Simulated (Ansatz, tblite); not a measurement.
# The cluster Al₃P₄−: spin-state energies by level

Aim: set other spin states of the cluster Al₃P₄− against its singlet, on many levels of theory.

Computed with Ansatz 0.2.0, Gaussian basis. Level: as each input shows.

The runs, in order: triplet, relaxed (GFN1-xTB, GFN2-xTB, PBE0-D4/def2-TZVPD, PBE-D4/def2-TZVPD, r2SCAN-D4/def2-TZVPD, HF/def2-TZVPD, BHLYP-D4/def2-TZVPD, HF/STO-3G, CCSD(T)/def2-SVPD, MP2/def2-TZVPD); quintet, relaxed (GFN1-xTB, GFN2-xTB, PBE0-D4/def2-TZVPD, PBE-D4/def2-TZVPD, r2SCAN-D4/def2-TZVPD, HF/def2-TZVPD, BHLYP-D4/def2-TZVPD, HF/STO-3G, CCSD(T)/def2-SVPD, MP2/def2-TZVPD); broken-symmetry singlet, at the geometry of the singlet (PBE0-D4/def2-TZVPD, PBE-D4/def2-TZVPD, r2SCAN-D4/def2-TZVPD); the singlet's energies come from earlier runs.

2 further runs of the same task are left out: 2 set aside as unsound or not needed.

## Step 1: The geometry

The geometry is that of the singlet, from an earlier relaxation (r2SCAN-D4/def2-SVPD). At that level it is the lowest of the isomers that a small search found.

7 atoms, charge -1, spin multiplicity 1.

Atoms are counted from 1 here; the program's logs count them from 0.

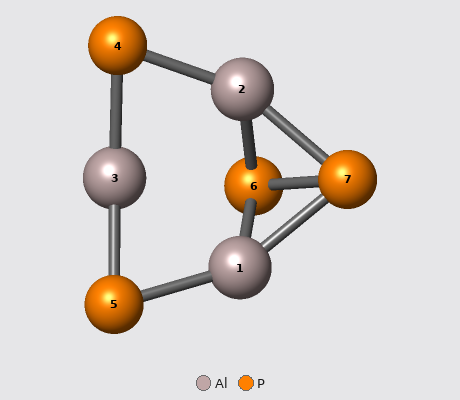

The geometry (aluminium light grey, phosphorus orange); atoms are numbered from 1 in the order of the file.

The ion is computed in the gas phase, without counter-ions or solvent.

## Step 2: Relaxing the triplet

in.yaml reads:

```yaml
crystal:
  periodic: [false, false, false]
  atoms:
    - {symbol: Al, position_ang: [-1.182309, -0.405797, -1.058150]}
    - {symbol: Al, position_ang: [0.493491, 1.413263, 0.662363]}
    - {symbol: Al, position_ang: [0.968099, -1.138321, 0.259962]}
    - {symbol: P, position_ang: [2.502393, 0.419607, 0.950823]}
    - {symbol: P, position_ang: [0.071319, -2.220777, -1.551160]}
    - {symbol: P, position_ang: [-1.351732, 0.085531, 1.226074]}
    - {symbol: P, position_ang: [-1.501261, 1.846494, -0.489911]}
basis:
  gaussian: {orbitals: def2-SVPD}
total_charge: -1
magnetization: {spin_polarized: true, initial_magnetization: 2}
hamiltonian: {xc: r2scan, dispersion: d4}
scf: {lower_state_search: "off"}
output: {orbitals: {seedname: orbitals}}
relax: {f_tol: 0.02, max_steps: 100}
```

The run is started by

```bash
> ansatz run in.yaml --threads 4 --pin off --events-out ev --progress --plain --max-ram 4787MiB
```

Output, shortened:

```text
Functional definition: r2SCAN
  name "r2SCAN"
  cite "Furness, Kaplan, Ning, Perdew & Sun, J. Phys. Chem. Lett. 11, 8208 (2020) doi:10.1021/acs.jpclett.0c02405"
  cite "Furness, Kaplan, Ning, Perdew & Sun, J. Phys. Chem. Lett. 11, 9248 (2020) doi:10.1021/acs.jpclett.0c03077"
  parent r2scan
[...]
1619 factors; their error is unknown
[...]
mean field -56927.80628565 eV, -2092.0582939446 hartree, gradient 6.3e-6 eV, S^2 2.032148; 0 other end points of the search recorded, 0 dependent functions left out
[...]
reference -56927.80631214 eV, -2092.0582949181 hartree; 51, 49 occupied and 117, 119 virtual orbitals, 1619 factors
[...]
Atom 1 at     0.571430     1.651802     0.741086 Å, force    -0.000153    -0.001247    -0.001389 eV/Å
Atom 2 at     0.806649    -1.069269     0.269001 Å, force    -0.001821     0.003384    -0.002258 eV/Å
Atom 3 at     2.482589     0.320495     0.965059 Å, force     0.006439    -0.001336     0.002251 eV/Å
Atom 4 at     0.136567    -2.207639    -1.582569 Å, force     0.001357    -0.004351    -0.002293 eV/Å
Atom 5 at    -1.220259     0.082192     1.255675 Å, force    -0.003951     0.001683     0.004259 eV/Å
Atom 6 at    -1.474939     1.710737    -0.483229 Å, force    -0.003725     0.002671     0.000368 eV/Å
Dipole moment:    -0.193088     0.118410     0.077555 e Å
Checks for a lower state left out: stability, starts, cluster_reference, orbital_swaps, neighbouring_geometries, increment
```

Wall time 4.8 min (4 threads of Arm Neoverse N1, shared host).

Step by step: (the energy doesn't fall at every step)

```csv
step,energy from step 1 (eV),largest force component (eV/Å)
1,0.0000,0.9071
2,-0.1139,0.3464
3,-0.1973,0.2332
4,-0.2086,0.0919
5,-0.2095,0.0449
6,-0.2098,0.0066
7,-0.2101,0.0160
8,-0.2109,0.0193
9,-0.0651,0.9120
10,-0.1911,0.2701
11,-0.2116,0.0209
12,-0.2111,0.0679
13,-0.2123,0.0181
14,-0.2112,0.0744
15,-0.2126,0.0129
16,-0.2126,0.0376
17,-0.2127,0.0064
```

The force was under the threshold of 0.02 eV/Å already at step 6, but the program went on to step 17.

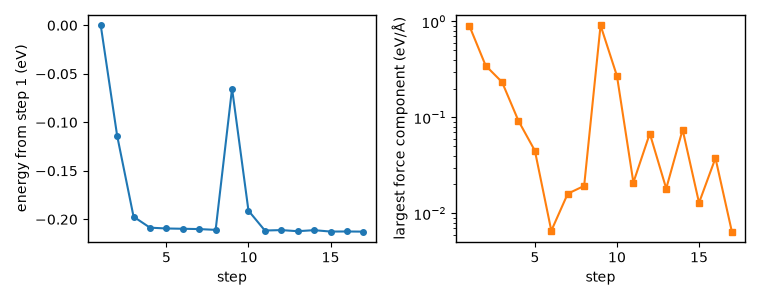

Energy and largest force along the relaxation.

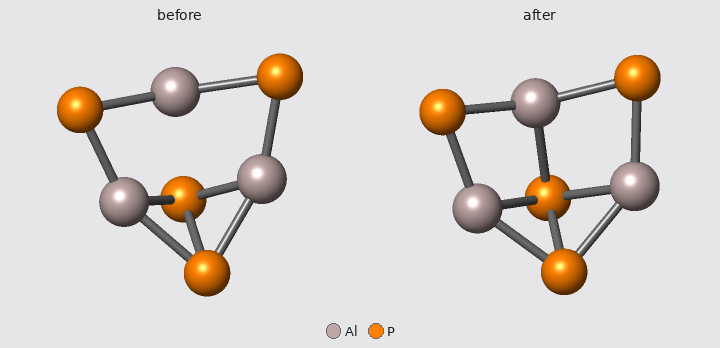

The geometry before (left) and after (right).

Close pairs (by a distance rule), those that changed most:

| bond | before (Å) | after (Å) | change (Å) |
| --- | --- | --- | --- |
| Al3–P6 | 2.795 | 2.531 | -0.264 |
| Al1–P6 | 2.343 | 2.488 | +0.146 |
| Al2–Al3 | 2.626 | 2.772 | +0.145 |
| Al2–P6 | 2.342 | 2.437 | +0.095 |
| Al2–P4 | 2.260 | 2.340 | +0.080 |
| P6–P7 | 2.463 | 2.396 | -0.067 |
| Al2–P7 | 2.344 | 2.385 | +0.041 |
| Al1–P7 | 2.345 | 2.309 | -0.036 |

## Step 3: Triplet, first pass, PBE-D4/def2-SVP

start.molden holds the orbitals of an earlier run on this state, given as this run's starting guess.

in.yaml reads:

```yaml
crystal:
  periodic: [false, false, false]
  atoms:
    - {symbol: Al, position_ang: [-1.302036, -0.488317, -1.165022]}
    - {symbol: Al, position_ang: [0.571430, 1.651802, 0.741086]}
    - {symbol: Al, position_ang: [0.806649, -1.069269, 0.269001]}
    - {symbol: P, position_ang: [2.482589, 0.320495, 0.965059]}
    - {symbol: P, position_ang: [0.136567, -2.207639, -1.582569]}
    - {symbol: P, position_ang: [-1.220259, 0.082192, 1.255675]}
    - {symbol: P, position_ang: [-1.474939, 1.710737, -0.483229]}
basis:
  gaussian: {orbitals: def2-SVP, initial_orbitals: start.molden}
total_charge: -1
magnetization: {spin_polarized: true, initial_magnetization: 2}
hamiltonian: {xc: pbe, dispersion: d4}
output: {orbitals: {seedname: orbitals}}
```

The command is unchanged.

Output, shortened:

```text
Functional definition: PBE
  name "PBE"
  cite "Perdew, Burke & Ernzerhof, Phys. Rev. Lett. 77, 3865 (1996) doi:10.1103/PhysRevLett.77.3865"
  parent pbe
[...]
1407 factors; their error is unknown
[...]
mean field -56904.16593845 eV, -2091.1895272090 hartree, gradient 2.2e-5 eV, S^2 2.013363; 7 other end points of the search recorded, 0 dependent functions left out
reference -56904.16597732 eV, -2091.1895286376 hartree; 51, 49 occupied and 75, 77 virtual orbitals, 1407 factors
Total energy: -56904.73024888 eV, -2091.2102652350 hartree
```

Wall time 21 s (4 threads of Arm Neoverse N1, shared host).

HOMO -0.37 eV, LUMO -0.43 eV (over both spins; with the spin held, an empty level of the minority spin lies below the top filled one); ⟨S²⟩ 2.013 (pure: 2.00).

## Step 4: Triplet, GFN1-xTB

Tight binding, by tblite at 300 K electronic temperature and without a spin-polarisation term:

```python
tblite.interface.Calculator('GFN1-xTB', numbers, positions, charge=-1, uhf=2).singlepoint()
```

Energy -395.5654 eV; 0.021 s.

## Step 5: Triplet, GFN2-xTB

Tight binding, by tblite at 300 K electronic temperature and without a spin-polarisation term:

```python
tblite.interface.Calculator('GFN2-xTB', numbers, positions, charge=-1, uhf=2).singlepoint()
```

Energy -365.6822 eV; 0.029 s.

## Step 6: Triplet, PBE0-D4/def2-TZVPD

Edit in.yaml of step 3 so:

```diff
@@ -11,6 +11,7 @@
 basis:
-  gaussian: {orbitals: def2-SVP, initial_orbitals: start.molden}
+  gaussian: {orbitals: def2-TZVPD, initial_orbitals: start.molden}
 total_charge: -1
 magnetization: {spin_polarized: true, initial_magnetization: 2}
-hamiltonian: {xc: pbe, dispersion: d4}
+hamiltonian: {xc: pbe0, dispersion: d4}
+scf: {omitted_lower_state_checks: [starts]}
 output: {orbitals: {seedname: orbitals}}
```

Same command.

Output, shortened:

```text
Functional definition: PBE0
  name "PBE0"
  cite "Adamo & Barone, J. Chem. Phys. 110, 6158 (1999) doi:10.1063/1.478522"
  cite "Perdew, Burke & Ernzerhof, Phys. Rev. Lett. 77, 3865 (1996) doi:10.1103/PhysRevLett.77.3865"
  parent pbe
[...]
2050 factors; their error is unknown
the host lacks memory for fits, so the integrals are decomposed
1854 factors; integrals over basis functions are off by at most 8.5e-4 eV
[...]
mean field -56928.45832538 eV, -2092.0822559627 hartree, gradient 5.7e-6 eV, S^2 2.034801; 0 other end points of the search recorded, 0 dependent functions left out
reference -56928.45836226 eV, -2092.0822573180 hartree; 51, 49 occupied and 250, 252 virtual orbitals, 1854 factors
Total energy: -56928.95104744 eV, -2092.1003631644 hartree
Checks for a lower state left out: starts
```

It took 45 s on 4 threads of Arm Neoverse N1, shared host; peak memory 1.5 GiB.

From the report: HOMO -1.25 eV, LUMO -0.04 eV (over both spins); ⟨S²⟩ 2.035 (pure: 2.00).

## Step 7: Triplet, PBE-D4/def2-TZVPD

Edit in.yaml of step 6 so:

```diff
@@ -14,3 +14,3 @@
 magnetization: {spin_polarized: true, initial_magnetization: 2}
-hamiltonian: {xc: pbe0, dispersion: d4}
+hamiltonian: {xc: pbe, dispersion: d4}
 scf: {omitted_lower_state_checks: [starts]}
```

Same command.

Output, shortened:

```text
Functional definition: PBE
  name "PBE"
  cite "Perdew, Burke & Ernzerhof, Phys. Rev. Lett. 77, 3865 (1996) doi:10.1103/PhysRevLett.77.3865"
  parent pbe
[...]
1892 factors; their error is unknown
[...]
mean field -56924.12019094 eV, -2091.9228324625 hartree, gradient 1.4e-5 eV, S^2 2.014333; 0 other end points of the search recorded, 0 dependent functions left out
reference -56924.12023893 eV, -2091.9228342261 hartree; 51, 49 occupied and 250, 252 virtual orbitals, 1892 factors
Total energy: -56924.68451049 eV, -2091.9435708235 hartree
Checks for a lower state left out: starts
```

It took 22 s on 4 threads of Arm Neoverse N1, shared host; peak memory 0.81 GiB.

From the report: HOMO -0.58 eV, LUMO -0.65 eV (over both spins; with the spin held, an empty level of the minority spin lies below the top filled one); ⟨S²⟩ 2.014 (pure: 2.00).

## Step 8: Triplet, r2SCAN-D4/def2-TZVPD

Edit in.yaml of step 7 so:

```diff
@@ -14,3 +14,3 @@
 magnetization: {spin_polarized: true, initial_magnetization: 2}
-hamiltonian: {xc: pbe, dispersion: d4}
+hamiltonian: {xc: r2scan, dispersion: d4}
 scf: {omitted_lower_state_checks: [starts]}
```

Same command.

Output, shortened:

```text
Functional definition: r2SCAN
  name "r2SCAN"
  cite "Furness, Kaplan, Ning, Perdew & Sun, J. Phys. Chem. Lett. 11, 8208 (2020) doi:10.1021/acs.jpclett.0c02405"
  cite "Furness, Kaplan, Ning, Perdew & Sun, J. Phys. Chem. Lett. 11, 9248 (2020) doi:10.1021/acs.jpclett.0c03077"
  parent r2scan
[...]
1892 factors; their error is unknown
[...]
mean field -56946.95838873 eV, -2092.7621207509 hartree, gradient 2.8e-5 eV, S^2 2.034926; 0 other end points of the search recorded, 0 dependent functions left out
reference -56946.95841592 eV, -2092.7621217502 hartree; 51, 49 occupied and 250, 252 virtual orbitals, 1892 factors
Total energy: -56947.07901266 eV, -2092.7665535987 hartree
Checks for a lower state left out: starts
```

It took 63 s on 4 threads of Arm Neoverse N1, shared host; peak memory 0.94 GiB.

From the report: HOMO -0.77 eV, LUMO -0.56 eV (over both spins); ⟨S²⟩ 2.035 (pure: 2.00).

## Step 9: Triplet, HF/def2-TZVPD

Edit in.yaml of step 8 so:

```diff
@@ -14,3 +14,3 @@
 magnetization: {spin_polarized: true, initial_magnetization: 2}
-hamiltonian: {xc: r2scan, dispersion: d4}
+hamiltonian: {xc: hf}
 scf: {omitted_lower_state_checks: [starts]}
```

The command is unchanged.

Output, shortened:

```text
Functional definition: HF
  name "HF"
  cite "Fock, Z. Phys. 61, 126 (1930) doi:10.1007/BF01340294"
  parent pbe
[...]
2403 factors; their error is unknown
[...]
mean field -56840.99341414 eV, -2088.8679797605 hartree, gradient 2.1e-5 eV, S^2 2.071049; 0 other end points of the search recorded, 0 dependent functions left out
reference -56840.99341414 eV, -2088.8679797605 hartree; 51, 49 occupied and 250, 252 virtual orbitals, 2403 factors
Total energy: -56840.99341414 eV, -2088.8679797605 hartree
Checks for a lower state left out: starts
```

Run time: 3 min. Hardware: 4 threads of Arm Neoverse N1, shared host; peak memory 1.7 GiB.

Report: HOMO -3.03 eV, LUMO 3.13 eV (over both spins); ⟨S²⟩ 2.071 (pure: 2.00).

## Step 10: Triplet, BHLYP-D4/def2-TZVPD

Edit in.yaml of step 9 so:

```diff
@@ -14,3 +14,3 @@
 magnetization: {spin_polarized: true, initial_magnetization: 2}
-hamiltonian: {xc: hf}
+hamiltonian: {xc: {name: BHLYP}, dispersion: d4}
 scf: {omitted_lower_state_checks: [starts]}
```

Same command.

Output, shortened:

```text
Functional definition: BHLYP
  name "BHLYP"
  cite "Becke, J. Chem. Phys. 98, 1372 (1993) doi:10.1063/1.464304"
  cite "Becke, Phys. Rev. A 38, 3098 (1988) doi:10.1103/PhysRevA.38.3098"
  cite "Lee, Yang & Parr, Phys. Rev. B 37, 785 (1988) doi:10.1103/PhysRevB.37.785"
[...]
2230 factors; their error is unknown
the host lacks memory for fits, so the integrals are decomposed
1854 factors; integrals over basis functions are off by at most 8.5e-4 eV
[...]
mean field -56950.10424927 eV, -2092.8777289937 hartree, gradient 1.2e-5 eV, S^2 2.044752; 0 other end points of the search recorded, 0 dependent functions left out
reference -56950.10442167 eV, -2092.8777353292 hartree; 51, 49 occupied and 250, 252 virtual orbitals, 1854 factors
Total energy: -56951.06734238 eV, -2092.9131220126 hartree
Checks for a lower state left out: starts
```

Wall time 48 s (4 threads of Arm Neoverse N1, shared host); peak memory 1.5 GiB.

HOMO -1.72 eV, LUMO 0.80 eV (over both spins); ⟨S²⟩ 2.045 (pure: 2.00).

## Step 11: Triplet, HF/STO-3G

Edit in.yaml of step 10 so:

```diff
@@ -11,6 +11,6 @@
 basis:
-  gaussian: {orbitals: def2-TZVPD, initial_orbitals: start.molden}
+  gaussian: {orbitals: STO-3G}
 total_charge: -1
 magnetization: {spin_polarized: true, initial_magnetization: 2}
-hamiltonian: {xc: {name: BHLYP}, dispersion: d4}
+hamiltonian: {xc: hf}
 scf: {omitted_lower_state_checks: [starts]}
```

The command is unchanged.

Output, shortened:

```text
Functional definition: HF
  name "HF"
  cite "Fock, Z. Phys. 61, 126 (1930) doi:10.1007/BF01340294"
  parent pbe
[...]
688 factors; integrals over basis functions are off by at most 6.4e-5 eV
[...]
mean field -56176.31718826 eV, -2064.4415789932 hartree, gradient 1.9e-5 eV, S^2 2.598435; 0 other end points of the search recorded, 0 dependent functions left out
reference -56176.31718826 eV, -2064.4415789932 hartree; 51, 49 occupied and 12, 14 virtual orbitals, 688 factors
Total energy: -56176.31718826 eV, -2064.4415789932 hartree
Checks for a lower state left out: starts
```

Run time: 2.2 s. Hardware: 4 threads of Arm Neoverse N1, shared host.

From the report: HOMO 3.22 eV, LUMO 11.26 eV (over both spins); ⟨S²⟩ 2.598 (pure: 2.00). Doubts: spin contamination, highest occupied level lies above zero.

## Step 12: Triplet, CCSD(T)/def2-SVPD

Edit in.yaml of step 11 so:

```diff
@@ -11,7 +11,7 @@
 basis:
-  gaussian: {orbitals: STO-3G}
+  gaussian: {orbitals: def2-SVPD, initial_orbitals: start.molden}
 total_charge: -1
 magnetization: {spin_polarized: true, initial_magnetization: 2}
-hamiltonian: {xc: hf}
-scf: {omitted_lower_state_checks: [starts]}
+correlation: {method: ccsd_t}
+scf: {omitted_lower_state_checks: [starts, cluster_reference]}
 output: {orbitals: {seedname: orbitals}}
```

Launched as before.

Output, shortened:

```text
Functional definition: HF
  name "HF"
  cite "Fock, Z. Phys. 61, 126 (1930) doi:10.1007/BF01340294"
  parent pbe
[...]
1496 factors; integrals over basis functions are off by at most 6.5e-4 eV
[...]
mean field -56821.93224348 eV, -2088.1674946587 hartree, gradient 3.5e-6 eV, S^2 2.065605; 0 other end points of the search recorded, 0 dependent functions left out
[...]
reference -56821.93224348 eV, -2088.1674946587 hartree; 16, 14 occupied and 117, 119 virtual orbitals, 1496 factors
second order -17.90884292 eV of doubles, -0.00000000 eV of singles
cycle   1  -18.10294760 eV  change   -1.9e-1 eV  update   1.9e-1
[...]
cycle  18  -19.11616275 eV  change   -2.4e-5 eV  update   2.7e-5
perturbative correction -1.45068115 eV, -0.0533115489 hartree
Total energy: -56842.49908737 eV, -2088.9233122311 hartree
Checks for a lower state left out: starts, cluster_reference
```

Wall time 2.6 min (4 threads of Arm Neoverse N1, shared host); peak memory 2.6 GiB.

From the report: Hartree-Fock HOMO -2.98 eV, LUMO 3.22 eV (over both spins); ⟨S²⟩ 2.066 (pure: 2.00); T1 0.047. Doubts: large T1 diagnostic.

## Step 13: Triplet, MP2/def2-TZVPD

Edit in.yaml of step 12 so:

```diff
@@ -11,7 +11,7 @@
 basis:
-  gaussian: {orbitals: def2-SVPD, initial_orbitals: start.molden}
+  gaussian: {orbitals: def2-TZVPD, initial_orbitals: start.molden}
 total_charge: -1
 magnetization: {spin_polarized: true, initial_magnetization: 2}
-correlation: {method: ccsd_t}
-scf: {omitted_lower_state_checks: [starts, cluster_reference]}
+correlation: {method: mp2}
+scf: {omitted_lower_state_checks: [starts]}
 output: {orbitals: {seedname: orbitals}}
```

The command is unchanged.

Output, shortened:

```text
Functional definition: HF
  name "HF"
  cite "Fock, Z. Phys. 61, 126 (1930) doi:10.1007/BF01340294"
  parent pbe
[...]
1854 factors; integrals over basis functions are off by at most 8.5e-4 eV
[...]
mean field -56840.99399927 eV, -2088.8680012636 hartree, gradient 3.4e-6 eV, S^2 2.071049; 0 other end points of the search recorded, 0 dependent functions left out
35 core orbitals not correlated: weight in the atoms' cores, before any rotation towards them, 1.000 or more for the frozen orbitals, at most 0.000 for the correlated occupied ones
reference -56840.99399927 eV, -2088.8680012636 hartree; 16, 14 occupied and 250, 252 virtual orbitals, 1854 factors
second order -21.41396634 eV of doubles, -0.00000000 eV of singles
Total energy: -56862.40796561 eV, -2089.6549500117 hartree
Checks for a lower state left out: starts
```

It took 39 s on 4 threads of Arm Neoverse N1, shared host; peak memory 1.5 GiB.

From the report: Hartree-Fock HOMO -3.03 eV, LUMO 3.13 eV (over both spins); ⟨S²⟩ 2.071 (pure: 2.00).

## Step 14: Fields of the triplet

The fields below are evaluated on a grid from the run's orbitals.

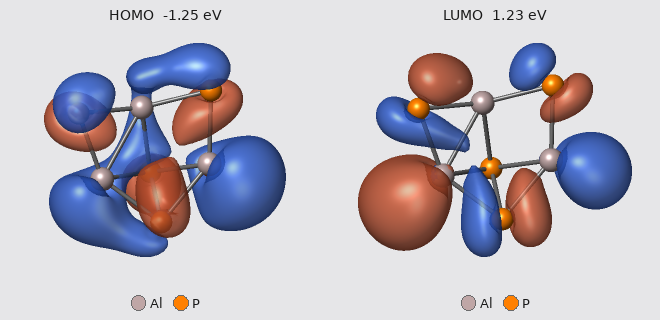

Frontier orbitals at PBE0-D4/def2-TZVPD (alpha spin); each surface holds 70 % of the orbital's density, blue and red mark the sign.

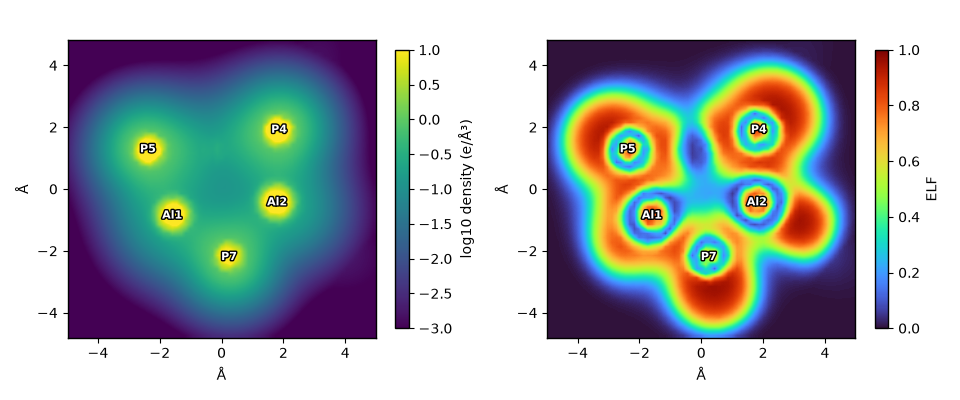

Density (left) and ELF (right) in a plane through or near 5 of the atoms.

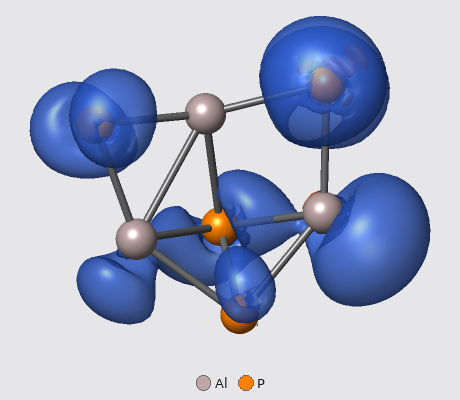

Spin density at ±0.02 e/Å³ (alpha excess blue, beta excess red).

## Step 15: Triplet less singlet

The singlet's energies are those of its earlier runs, whose logs aren't repeated here.

```
               level  triplet less singlet (kcal/mol)     time
            GFN1-xTB                            +14.3  0.041 s
            GFN2-xTB                            +29.7  0.054 s
          HF/STO-3G†                             -7.8    2.8 s
       HF/def2-SVPD†                             +1.1         
       HF/def2-TZVPD                             +1.6  3.3 min
   PBE-D4/def2-TZVPD                             +9.3     31 s
r2SCAN-D4/def2-TZVPD                             +9.3     88 s
  PBE0-D4/def2-TZVPD                            +11.5     81 s
 BHLYP-D4/def2-TZVPD                            +12.5     71 s
      MP2/def2-SVPD†                            +20.7         
      MP2/def2-TZVPD                            +22.7     57 s
     CCSD/def2-SVPD†                            +13.1         
  CCSD(T)/def2-SVPD†                            +13.6  3.2 min
```

Times add the two runs; a level without a time comes out of a correlated run. † marks a level with a doubtful state (flagged, unstable, out of aufbau order, or strongly spin-contaminated); such levels are left out of the summary. Tight binding without a spin term can't rank spin states. CCSD(T)/def2-SVPD is no safe reference here (large T1 diagnostic).

## Step 16: Relaxing the quintet

in.yaml reads:

```yaml
crystal:
  periodic: [false, false, false]
  atoms:
    - {symbol: Al, position_ang: [-1.182309, -0.405797, -1.058150]}
    - {symbol: Al, position_ang: [0.493491, 1.413263, 0.662363]}
    - {symbol: Al, position_ang: [0.968099, -1.138321, 0.259962]}
    - {symbol: P, position_ang: [2.502393, 0.419607, 0.950823]}
    - {symbol: P, position_ang: [0.071319, -2.220777, -1.551160]}
    - {symbol: P, position_ang: [-1.351732, 0.085531, 1.226074]}
    - {symbol: P, position_ang: [-1.501261, 1.846494, -0.489911]}
basis:
  gaussian: {orbitals: def2-SVPD}
total_charge: -1
magnetization: {spin_polarized: true, initial_magnetization: 4}
hamiltonian: {xc: r2scan, dispersion: d4}
scf: {lower_state_search: "off"}
output: {orbitals: {seedname: orbitals}}
relax: {f_tol: 0.02, max_steps: 100}
```

Launched as before.

Output, shortened:

```text
Functional definition: r2SCAN
  name "r2SCAN"
  cite "Furness, Kaplan, Ning, Perdew & Sun, J. Phys. Chem. Lett. 11, 8208 (2020) doi:10.1021/acs.jpclett.0c02405"
  cite "Furness, Kaplan, Ning, Perdew & Sun, J. Phys. Chem. Lett. 11, 9248 (2020) doi:10.1021/acs.jpclett.0c03077"
  parent r2scan
[...]
1619 factors; their error is unknown
[...]
Atom 4 at     0.306761    -1.983136    -1.653668 Å, force     0.002431    -0.001532    -0.000464 eV/Å
Atom 5 at    -1.428051     0.148535     1.232802 Å, force     0.002535     0.003619    -0.006425 eV/Å
Atom 6 at    -1.358587     1.747102    -0.524050 Å, force    -0.005090     0.001488     0.003089 eV/Å
Dipole moment:    -0.323353     0.271359     0.029125 e Å
Checks for a lower state left out: stability, starts, cluster_reference, orbital_swaps, neighbouring_geometries, increment
```

Wall time 2.5 min (4 threads of Arm Neoverse N1, shared host).

The steps of the relaxation:

```
step  energy from step 1 (eV)  largest force component (eV/Å)
   1                   0.0000                          1.3510
   2                  -0.5094                          0.5005
   3                  -0.5929                          0.4071
   4                  -0.6626                          0.2918
   5                  -0.6813                          0.1768
   6                  -0.6920                          0.1070
   7                  -0.6910                          0.1079
   8                  -0.6981                          0.0371
   9                  -0.6984                          0.0064
```

Distances of close pairs at the start and the end, largest changes first:

```csv
bond,before (Å),after (Å),change (Å)
Al1–Al3,2.626,2.831,+0.205
Al2–Al3,2.626,2.830,+0.204
Al3–P5,2.293,2.410,+0.118
Al3–P4,2.293,2.410,+0.117
P6–P7,2.463,2.376,-0.087
Al2–P6,2.342,2.412,+0.070
Al3–P6,2.795,2.726,-0.070
Al1–P6,2.343,2.412,+0.069
```

(Part 1 of 2 ends here.)
